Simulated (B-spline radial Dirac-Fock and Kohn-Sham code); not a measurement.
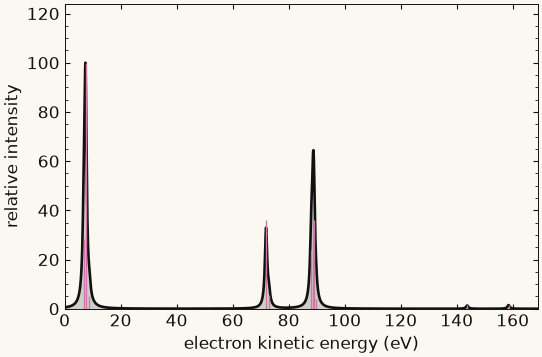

Auger and Coster–Kronig groups that fill an M2 (3p1/2) hole, broadened by 1.0 eV full width. Kinetic energies count from the vacuum level; very weak lines are left out. The figure is for Br⁺ in the configuration [Ar] 3d10 4s2 4p4. Computed with a B-spline radial atomic code: independent-particle Coulomb rates on relativistic LDA orbitals, configuration-average energies from Dirac–Fock. Widths ruled by Coster–Kronig decay come out up to twice the measured ones in this model.

Question: How wide is the M2 level from this decay?

Answer: The non-radiative width is 2.89 eV.

Question: Which group is strongest?

Answer: M2-M4M5 at 7.471 eV, 36 % of the non-radiative width.
